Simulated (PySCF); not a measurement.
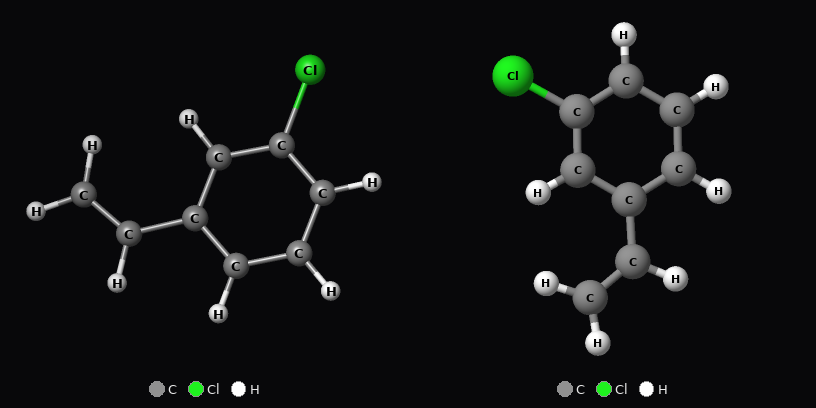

Both panels show the same species.

The computed structure is the end point of a PBE0-D3(BJ)/def2-SVP optimisation. No frequency run is at hand to confirm it as a minimum.

**Count the atoms of each element.**

C8H7Cl, 16 atoms: 8 carbon, 7 hydrogen and 1 chlorine.

**How many bonds of each kind are drawn?**

8 C–C, 7 C–H, 1 C–Cl.

**Does it have rings?**

Independent rings (smallest set): 1 of 6 members, 1 of them aromatic.

**What is its SMILES?**

C=Cc1cccc(Cl)c1

**Which point group does it belong to?**

Cs.

The parts below concern this one geometry. Atoms keep their numbers from picture to picture.

**Geometry**

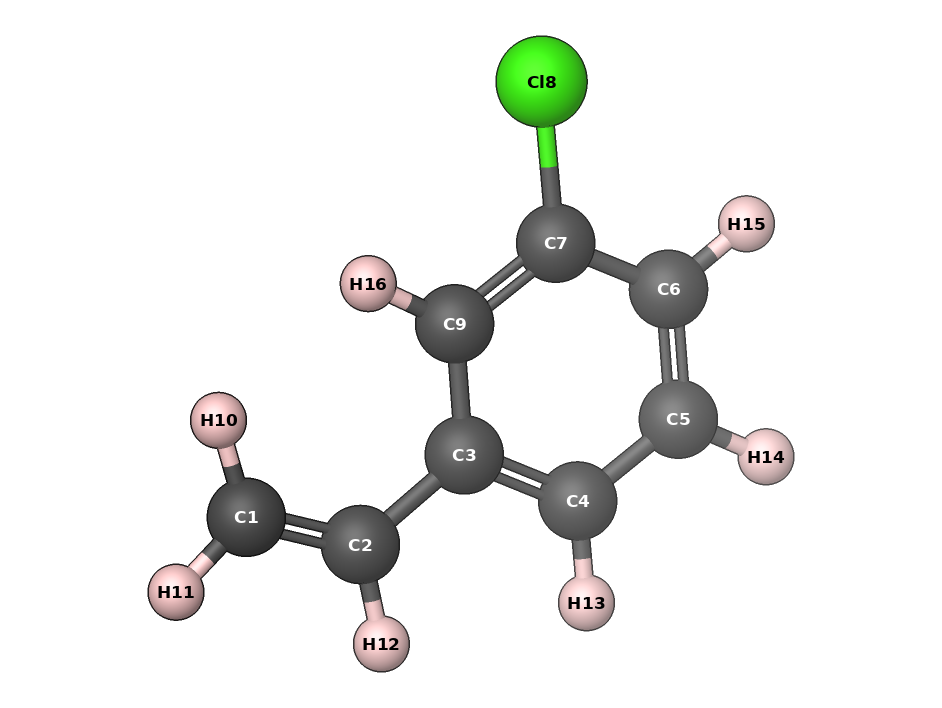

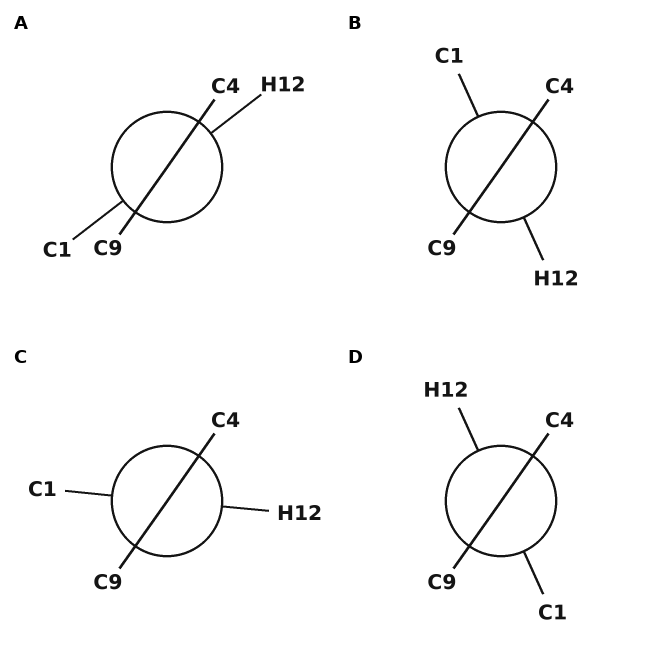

Distant atoms are faded towards the background colour. Bonds that would overlap in a projection are set slightly apart. No frequency run is at hand to confirm it as a minimum.

**Which Newman projection shows the view along C3–C2, with C3 in front?**

A. The torsion angle C4–C3–C2–C1 is 180°, antiperiplanar (anti).

**Charges**

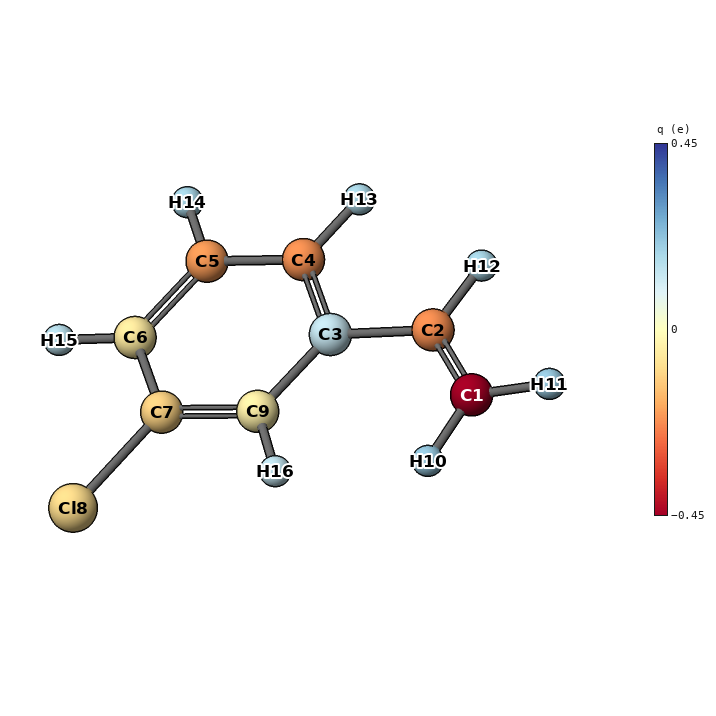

Atoms are coloured by their ESP-fitted charges. No frequency run is at hand to confirm it as a minimum. Properties computed with PBE0/pcSseg-1 in methanol (IEF-PCM) (PySCF 2.14.0).

**Which atom carries the highest charge (most positive or least negative)?**

H10, H11 (0.21 e).

**And the lowest?**

C1 (−0.44 e).

List the ESP-fitted charges.

| atom | value (e) |
| --- | --- |
| C1 | −0.44 |
| C2 | −0.22 |
| C3 | 0.13 |
| C4 | −0.22 |
| C5 | −0.20 |
| C6 | −0.06 |
| C7 | −0.11 |
| Cl8 | −0.09 |
| C9 | −0.04 |
| H10 | 0.21 |
| H11 | 0.21 |
| H12 | 0.18 |
| H13 | 0.17 |
| H14 | 0.18 |
| H15 | 0.15 |
| H16 | 0.14 |

**Ring current**

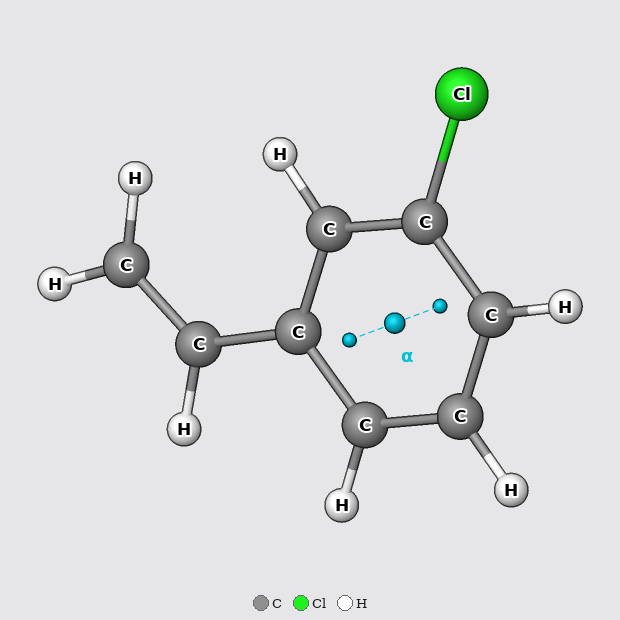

The small points mark where nucleus-independent chemical shifts (NICS) were computed: at the centre of each lettered ring and 1 Å above and below it. No frequency run is at hand to confirm it as a minimum. Level of theory: GIAO PBE0/pcSseg-1 NMR shielding, non-relativistic, IEF-PCM methanol (PySCF 2.14.0).

Give NICS(0), NICS(1) and the out-of-plane component NICS(1)zz for each ring (means of the two sides).

| ring | members | NICS(0) | NICS(1) | NICS(1)zz |
| --- | --- | --- | --- | --- |
| α | C6 | −8.3 | −10.6 | −25.1 |

Values in ppm.

**What do the values say about the ring currents?**

Ring α: diatropic, as in an aromatic ring. NICS is one index among several.

**Dipole moment**

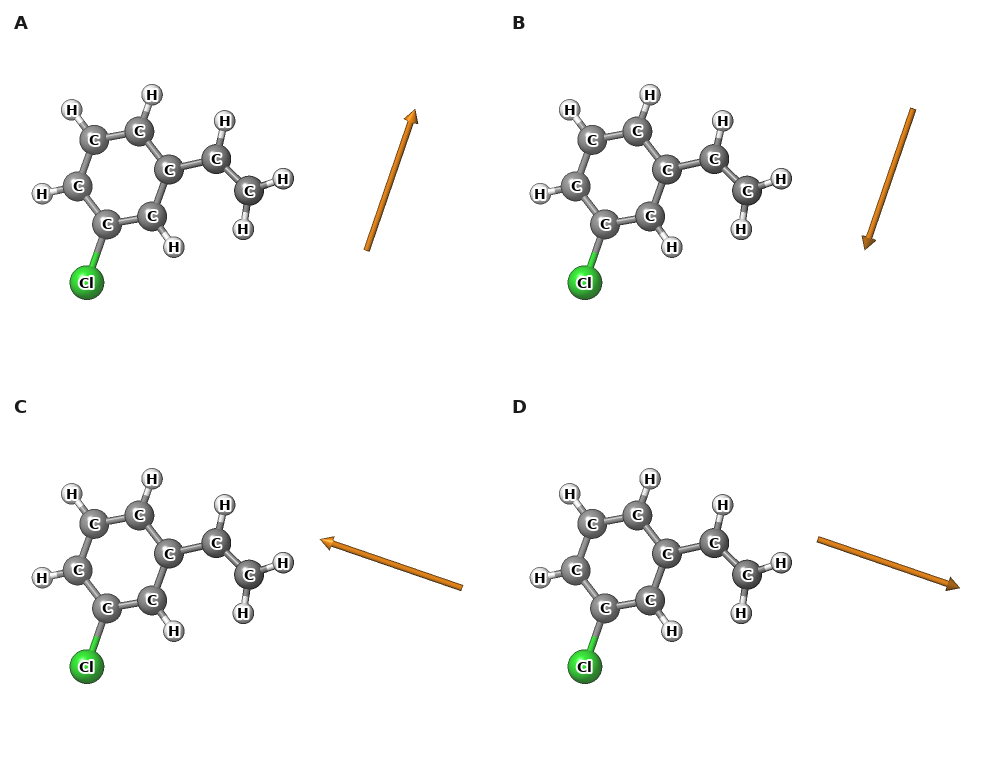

The same molecule four times, each with an arrow. No frequency run is at hand to confirm it as a minimum. Properties computed with B3LYP/def2-SVPD in tetrahydrofuran (IEF-PCM) (PySCF 2.14.0).

**Which arrow points along the dipole moment, from the negative to the positive end?**

A. The dipole moment is 2.24 D.

**Excitation**

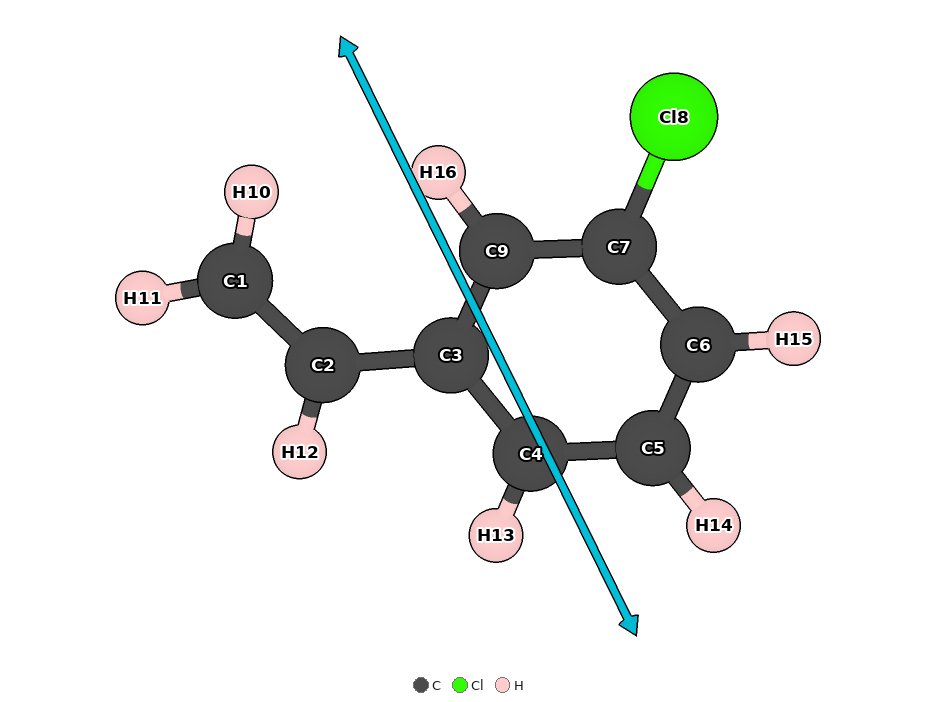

The double arrow shows the direction of the transition dipole to excited singlet state 3 (its length means nothing). No frequency run is at hand to confirm it as a minimum. Level of theory: TDDFT B3LYP/def2-SVPD, vertical, gas phase, core orbitals frozen in the response (PySCF 2.14.0).

**How is the transition polarised?**

In the molecular plane, across the long direction C1···Cl8.

**Give its energy, strength and character.**

5.52 eV (225 nm), oscillator strength 0.14, mainly HOMO → LUMO+1 (weight 0.65); transition dipole 2.62 D.
